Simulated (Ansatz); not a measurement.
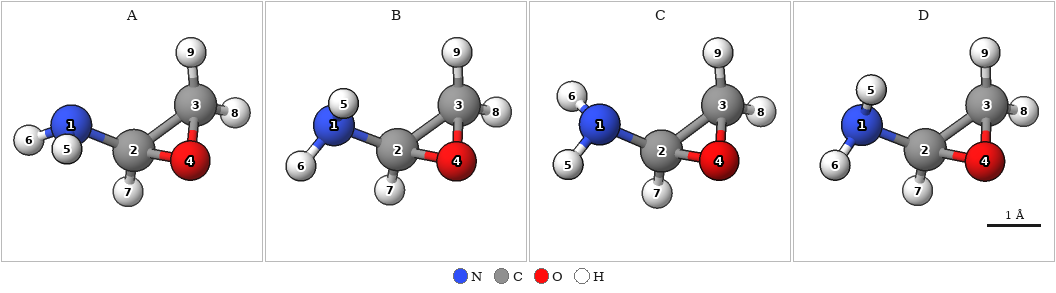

4 geometries from a converged minimum-energy path of C2H5NO, shuffled. Style: ball-and-stick. Shown at a tilt.

Theory: Ansatz 0.2.0, RKS B3LYP-D4/cc-pVDZ. Set-up: 5 movable images; climbing image; force threshold 0.03 eV/Å; iteration limit 60; starting path through a guess of the saddle point.

### Which of them lies highest in energy?

A. In order along the path, whose images run from 0 to 6: D (image 0, 0.00 kcal/mol), B (image 1, +0.70 kcal/mol), A (image 4, +4.15 kcal/mol), C (image 6, +3.21 kcal/mol). The motion is a rotation about the N1–C2 bond by about 130°. No bond forms or breaks between the ends. Bond angles that change up to the highest image, for instance: N1–C2–O4 120.4° → 114.4°, N1–C2–H7 112.7° → 117.0°.

The run took 65 s on 1 thread of Intel(R) Xeon(R) Platinum 8559C (Emerald Rapids) (shared host), peak memory 0.25 GiB.
